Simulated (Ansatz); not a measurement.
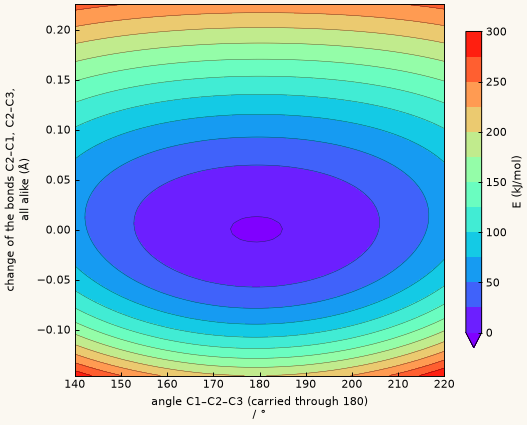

C₄H₄F₂, SMILES CC#CC(F)F. 
- The first coordinate is: angle C1–C2–C3 (carried through 180); the second: change of the bonds C2–C1, C2–C3, all alike.
- Nothing is relaxed (all other coordinates rigid).
- The grid has 15 × 15 points.
- Points are written as (first, second).
- All energies are given in kJ/mol relative to the lowest grid point.
- These are results of RKS PBE0-D4/def2-SVP in Ansatz, not measurements.

Drawn: filled contours. Between grid points the surface is interpolated.

The lowest grid point is at (180.0°, 0.013 Å). It is the only kind of minimum in the scanned range. The highest grid point, (220.0°, −0.146 Å), lies 300 kJ/mol above the lowest. Round the minimum the two coordinates are nearly uncoupled.

The level of theory is changed to RKS PBE-D4/def2-SVP (Ansatz 0.2.0); with it change the reference geometry, relaxed at the new level; the new grid has 15 × 15 points, laid about the new relaxed structure.

> What does this change do to the map?

The lowest place stays at about (179°, 0.000 Å). The curvature at the minimum changes by less than a tenth (about 2.3) eV/rad² along the first coordinate and by less than a tenth (about 137) eV/Å² along the second coordinate.

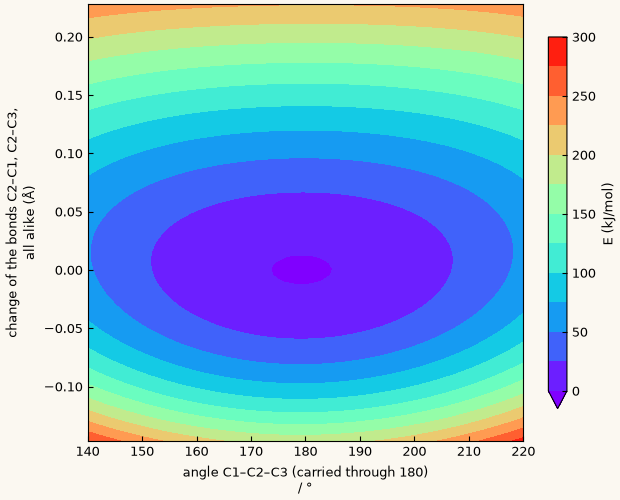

The map after the change, on a colour scale of its own. In the figure: filled contours. Between grid points the surface is interpolated.
